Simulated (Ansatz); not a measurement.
**B3H6N3: harmonic frequencies at the relaxed geometry in Python**

Wanted for B3H6N3: harmonic frequencies at the relaxed geometry. SMILES: B1NBNBN1.

All numbers are computed with Ansatz 0.2.0, driven from Python. Level of theory: PBE0+D4/def2-SVP.

## 1. The system

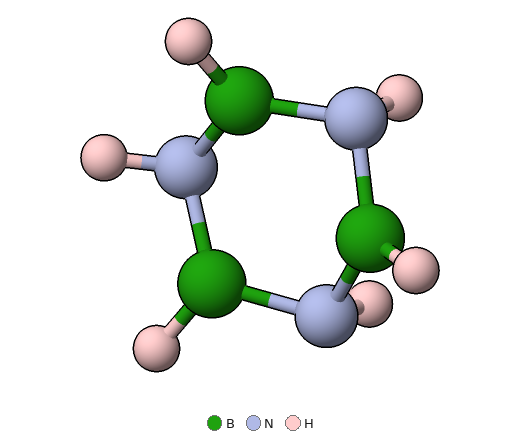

The starting structure, viewed from a chosen angle; boron green, nitrogen light blue, hydrogen pink.

No structure file is read: the coordinates are typed or built in the script.

## 2. The code

run_freq.py

```python
# -*- coding: utf-8 -*-
import itertools
import logging
import sys

import ansatz
from ase.data import atomic_numbers, covalent_radii
import numpy as np

logging.basicConfig(stream=sys.stdout, format="[%(levelname)s] %(message)s")
logger = logging.getLogger("ansatz_job")
logger.setLevel(logging.INFO)

molecule = (
    ansatz.Crystal.molecule()
    .atom("B", [0.9349, -1.0074, -0.243])
    .atom("N", [1.2925, 0.1651, 0.6739])
    .atom("B", [0.3681, 1.3294, 0.3136])
    .atom("N", [-1.1382, 1.1004, 0.2019])
    .atom("B", [-1.3303, -0.1284, -0.6875])
    .atom("N", [-0.5322, -1.4064, -0.4218])
    .atom("H", [1.7436, -1.8585, -0.3777])
    .atom("H", [2.2683, 0.4594, 0.4447])
    .atom("H", [0.8231, 2.3796, 0.0179])
    .atom("H", [-1.4716, 0.8372, 1.1564])
    .atom("H", [-2.1041, -0.0935, -1.5789])
    .atom("H", [-0.8544, -1.7767, 0.5005])
)

setup = (
    molecule.calculation()
    .basis(gaussian="def2-SVP")
    .functional("PBE0", dispersion="d4")
)
symbols = [site.symbol for site in molecule.cartesian_sites]
start = np.array([site.position_ang for site in molecule.cartesian_sites], dtype=float)
r = setup.relax(force_tolerance=0.003).run(threads=1, pin="off").report
end = np.array(r["positions_ang"])

radius = [covalent_radii[atomic_numbers[s]] for s in symbols]
span = lambda where, i, j: np.linalg.norm(where[i] - where[j])
bonded = [(i, j) for i, j in itertools.combinations(range(len(symbols)), 2) if min(span(start, i, j), span(end, i, j)) < 1.2 * (radius[i] + radius[j])]
logger.info("pair        before    after (A)")
for i, j in bonded:
    print(f"{symbols[i]}{i}-{symbols[j]}{j}".ljust(10), f"{span(start, i, j):8.4f} {span(end, i, j):8.4f}")
for first, second in list(itertools.combinations(bonded, 2)):
    shared = set(first) & set(second)
    if shared and symbols[(j := shared.pop())] != "H":
        i, k = sorted((set(first) | set(second)) - {j})
        u, v = end[i] - end[j], end[k] - end[j]
        angle = np.degrees(np.arccos(np.clip(u @ v / np.linalg.norm(u) / np.linalg.norm(v), -1, 1)))
        logger.info(f"final angle {symbols[i]}{i}-{symbols[j]}{j}-{symbols[k]}{k}: {angle:.2f} deg")

minimum = ansatz.Crystal.molecule()
for symbol, place in zip(symbols, end):
    minimum = minimum.atom(symbol, place.tolist())
vibrating = (
    minimum.calculation()
    .basis(gaussian="def2-SVP")
    .functional("PBE0", dispersion="d4")
    .phonons(temperatures=(100, 500, 100))
)
vib = vibrating.run(threads=1, pin="off").report["vibrations"]
sums = vib["harmonic_sums"]
modes = [m["omega_inv_cm"] for m in sums["modes_at_gamma"] if m["rigid_motion"] == "no"]
print("frequencies (1/cm):", " ".join(f"{w:.0f}" for w in modes))
print("imaginary modes:", sum(w < 0 for w in modes), " zero-point energy:", round(sums["zero_point_energy_ev"], 4), "eV")
logger.info("T (K)   F_vib (eV)   S_vib (meV/K)   C_vib (meV/K)")
for row in zip(sums["temperatures_k"], sums["vibrational_free_energy_ev"], vib["entropy_ev_per_k"], vib["heat_capacity_ev_per_k"]):
    logger.info(f"{row[0]:6.1f} {row[1]:11.4f} {1000 * row[2]:13.4f} {1000 * row[3]:15.4f}")
```

## 3. The run

Started as:

```console
$ python run_freq.py
```

The log of the run:

```text
[INFO] pair        before    after (A)
B0-N1        1.5308   1.4269
B0-N5        1.5309   1.4269
B0-H6        1.1817   1.2098
N1-B2        1.5297   1.4269
N1-H7        1.0447   1.0113
B2-N3        1.5277   1.4269
B2-H8        1.1821   1.2098
N3-B4        1.5290   1.4269
N3-H9        1.0447   1.0113
B4-N5        1.5300   1.4269
B4-H10       1.1809   1.2098
N5-H11       1.0448   1.0113
[INFO] final angle N1-B0-N5: 117.36 deg
[INFO] final angle N1-B0-H6: 121.32 deg
[INFO] final angle B0-N1-B2: 122.64 deg
[INFO] final angle B0-N1-H7: 118.67 deg
[INFO] final angle N5-B0-H6: 121.32 deg
[INFO] final angle B0-N5-B4: 122.64 deg
[INFO] final angle B0-N5-H11: 118.67 deg
[INFO] final angle B2-N1-H7: 118.68 deg
[INFO] final angle N1-B2-N3: 117.36 deg
[INFO] final angle N1-B2-H8: 121.32 deg
[INFO] final angle N3-B2-H8: 121.32 deg
[INFO] final angle B2-N3-B4: 122.64 deg
[INFO] final angle B2-N3-H9: 118.67 deg
[INFO] final angle B4-N3-H9: 118.68 deg
[INFO] final angle N3-B4-N5: 117.35 deg
[INFO] final angle N3-B4-H10: 121.32 deg
[INFO] final angle N5-B4-H10: 121.32 deg
[INFO] final angle B4-N5-H11: 118.68 deg
frequencies (1/cm): 290 290 411 526 526 719 719 730 868 929 929 941 948 949 956 1038 1075 1075 1267 1311 1396 1396 1512 1512 2613 2613 2623 3683 3684 3684
imaginary modes: 0  zero-point energy: 2.5547 eV
[INFO] T (K)   F_vib (eV)   S_vib (meV/K)   C_vib (meV/K)
[INFO]  100.0      2.5544        0.0164          0.0620
[INFO]  200.0      2.5480        0.1275          0.3063
[INFO]  300.0      2.5265        0.3120          0.6308
[INFO]  400.0      2.4842        0.5372          0.9418
[INFO]  500.0      2.4186        0.7759          1.1972
```

Run time: 2.6 min. Hardware: 1 thread of AMD EPYC 9R45 (Zen 5), shared host; peak memory 0.35 GiB.

## 4. The runs side by side

The 2 runs, in the order started:

| run | kind of run | energy from run 2 (eV) | SCF cycles in all | CPU time (s) |
| --- | --- | --- | --- | --- |
| 1 | relaxation | 0.0000 | 109 | 32 |
| 2 | phonons | 0.0000 | 446 | 130 |

## 5. Path of the relaxation of run 1

Relaxation path:

```
step  energy from step 1 (eV)  largest force component (eV/Å)
   1                   0.0000                          4.1089
   2                  -0.8487                          2.2015
   3                  -1.2145                          1.3861
   4                  -1.7377                          1.9255
   5                  -2.3122                          2.3693
   6                  -2.9772                          1.9560
   7                  -3.5992                          2.2888
   8                  -4.1163                          1.6148
   9                  -4.4806                          1.1766
  10                  -4.6921                          0.4791
  11                  -4.7477                          0.0159
  12                  -4.7479                          0.0012
```

Step 1 is the start.

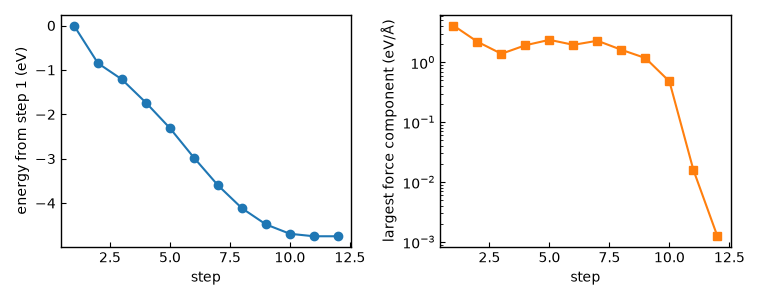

Energy and largest force along the relaxation.

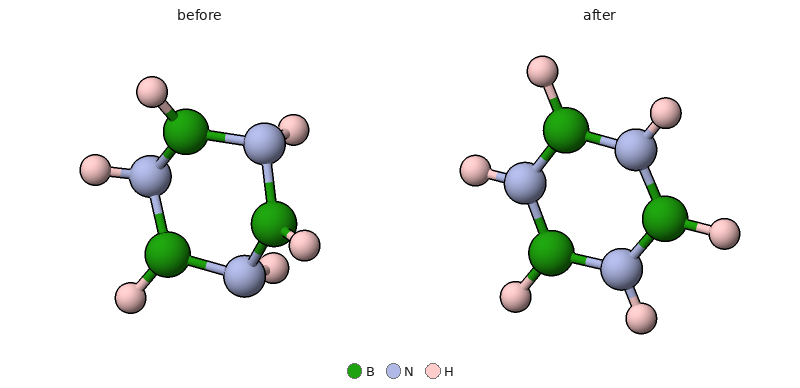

The structure before (left) and after (right) the relaxation, drawn at the same scale.

Before: Bond lengths: B1–N2 1.531 Å, N2–B3 1.530 Å, B3–N4 1.528 Å, N4–B5 1.529 Å, B1–N6 1.531 Å, B5–N6 1.530 Å, B1–H7 1.182 Å, N2–H8 1.045 Å, B3–H9 1.182 Å, N4–H10 1.045 Å, B5–H11 1.181 Å, N6–H12 1.045 Å. Angles (14 of 18 angles, heavy atoms first): B1–N2–B3 107.5°, N2–B1–N6 119.6°, N2–B3–N4 119.9°, B3–N4–B5 106.7°, N4–B5–N6 120.3°, B1–N6–B5 107.6°, B1–N2–H8 107.6°, B3–N2–H8 107.4°, N2–B1–H7 117.4°, N6–B1–H7 117.1°, N2–B3–H9 120.2°, N4–B3–H9 119.6°, B3–N4–H10 106.6°, B5–N4–H10 106.8°.

After: Bond lengths: B1–N2 1.427 Å, N2–B3 1.427 Å, B3–N4 1.427 Å, N4–B5 1.427 Å, B1–N6 1.427 Å, B5–N6 1.427 Å, B1–H7 1.210 Å, N2–H8 1.011 Å, B3–H9 1.210 Å, N4–H10 1.011 Å, B5–H11 1.210 Å, N6–H12 1.011 Å. Angles (14 of 18 angles, heavy atoms first): B1–N2–B3 122.6°, N2–B1–N6 117.4°, N2–B3–N4 117.4°, B3–N4–B5 122.6°, N4–B5–N6 117.4°, B1–N6–B5 122.6°, B1–N2–H8 118.7°, B3–N2–H8 118.7°, N2–B1–H7 121.3°, N6–B1–H7 121.3°, N2–B3–H9 121.3°, N4–B3–H9 121.3°, B3–N4–H10 118.7°, B5–N4–H10 118.7°.

## 6. Vibrations

Frequencies (cm⁻¹; negative: imaginary): 290, 290, 411, 526, 526, 719, 719, 730, 868, 929, 929, 941, 948, 949, 956, 1038, 1075, 1075, 1267, 1311, 1396, 1396, 1512, 1512, 2613, 2613, 2623, 3683, 3684, 3684.

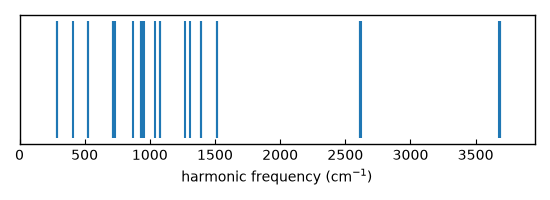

The harmonic frequencies as lines of equal height (no intensities).

## 7. Results

| quantity | value |
| --- | --- |
| runs compared | 2 |
| moves of the relaxation of run 1 | 11 |
| energy gained in run 1 | 4.748 eV |
| last largest force component of run 1 | 0.0012 eV/Å |
| highest frequency | 3684 cm⁻¹ |
| imaginary modes | 0 |
| zero-point energy | 2.555 eV |

In words: In CPU time, run 2 (phonons) cost about 4 times as much as run 1 (relaxation). Run 1: After 11 moves the largest shift is 1.420 Å, of atom 10 (H). So large a move can change the bonding: the results belong to the relaxed structure. All frequencies are real, so the geometry is a minimum. The values are harmonic; measured fundamentals also hold anharmonic shifts, mostly downward for stretches. The frequencies are harmonic and unscaled, in a modest basis.
